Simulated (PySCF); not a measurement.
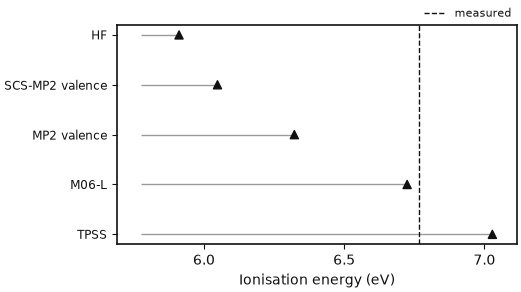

The ionisation energy of an atom or ion with 24 electrons in the configuration [Ar] 3d⁵ 4s by several methods. PySCF, cc-pVDZ, non-relativistic, unrestricted single determinants, no spin-orbit coupling. Methods marked “valence” freeze 18 core electrons.

Name the element and charge.

Neutral chromium. The values run from 5.91 eV (HF) to 7.03 eV (TPSS). The measured value is 6.77 eV; nearest to it come M06-L (−0.04) and TPSS (+0.26), furthest HF (−0.86 eV).

Caveat: configuration mixed in the SCF; determinant is not a pure L term; relativistic shift absent.
